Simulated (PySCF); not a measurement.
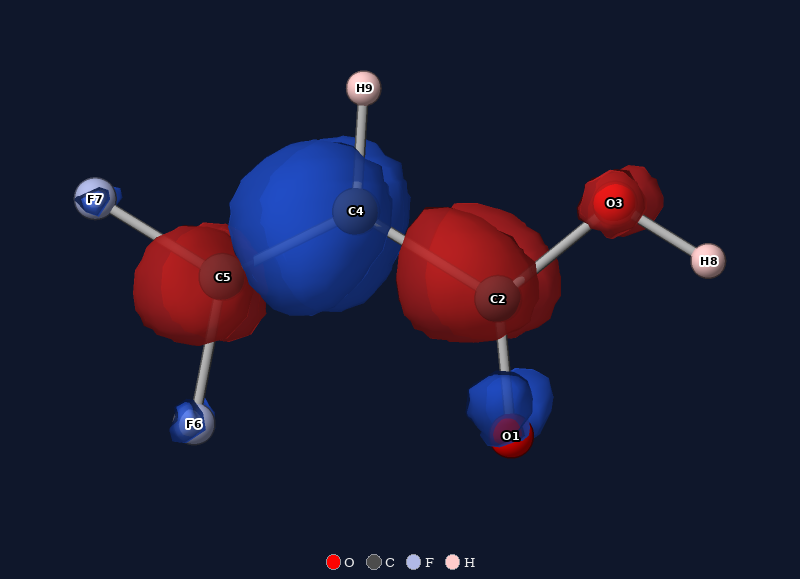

Figure. C₃H₂F₂O₂, SMILES `O=C(O)C=C(F)F`. Unrelaxed difference density of S₂ less the ground state (CIS singlet states), ±0.04 e/Å³; red: gain, blue: loss.

Computed with PySCF, HF/cc-pVDZ, geometry: GFN2-xTB. No frequency check shows the geometry to be a minimum. Without diffuse functions Rydberg states are missing, so the states' numbers hold for this basis only.

Input

```python
import numpy as np
from pyscf import gto, scf, dft, tdscf
from pyscf.scf import atom_ks, atom_hf
from scipy.linalg import block_diag

def solve(mol, dm0=None, hcore=None):
    mf = scf.UHF(mol) if mol.spin else scf.RHF(mol)
    mf = mf.density_fit(auxbasis='def2-universal-jkfit')
    mf.conv_tol, mf.max_cycle = 1e-8, 80
    if hcore is not None:
        mf.get_hcore = lambda *args: hcore
    mf.kernel(dm0)
    if not mf.converged:
        mf = mf.newton().run(mf.mo_coeff, mf.mo_occ, max_cycle=30)
    assert mf.converged, 'SCF not converged'
    return mf

mol = gto.M(atom='''
O     -1.41192     1.22853     0.00000
C     -1.28241     0.03535     0.00000
O     -2.31612    -0.81566     0.00000
C     -0.00659    -0.70689     0.00000
C      1.18036    -0.11579     0.00000
F      1.42049     1.17145     0.00000
F      2.32320    -0.77919     0.00000
H     -3.15418    -0.32693     0.00000
H     -0.06281    -1.78245     0.00000
''', basis='cc-pvdz', charge=0, spin=0, verbose=4)
mf = solve(mol)
td = mf.TDA()
td.nstates, td.singlet, td.conv_tol = 4, True, 1e-5
td.kernel()
td.analyze()
x, y = np.array([p[0] for p in td.xy]), np.array([p[1] + 0 * p[0] for p in td.xy])
f, mu = td.oscillator_strength(), td.transition_dipole()
nto = [td.get_nto(state=i + 1, verbose=4) for i in range(len(td.e))]
# spherically averaged free atoms, for the promolecule
atm = scf.atom_hf.get_atm_nrhf(mol)
pro = block_diag(*[(atm[a[0]][2] * atm[a[0]][3]) @ atm[a[0]][2].T for a in mol._atom])
np.savez('result.npz', e=td.e, f=f, ok=td.converged, w=[n[0] for n in nto], nto=[n[1] for n in nto], x=x, y=y, c=mf.mo_coeff, occ=mf.mo_occ, eps=mf.mo_energy, pro=pro, mu=mu)
```

Launched as:

```sh
OMP_NUM_THREADS=1 python input.py
```

The run took 63 s on 1 thread of Arm Neoverse V2 (shared host), peak memory 0.21 GiB.

Q: How does the charge move on excitation?

A: 0.44 e is displaced in all, of which about 0.2 e passes between atoms: C4 (0.20 e) loses electrons and C2 (0.14 e) and C5 (0.05 e) gain them. The state: 7.87 eV (158 nm), f = 0.536 (bright), π → π*; the leading pair carries 95 %; hole on C4 (39 %), C5 (26 %) and O1 (14 %), electron on C5 (30 %), C2 (21 %) and C4 (19 %); their centroids lie 0.2 Å apart.
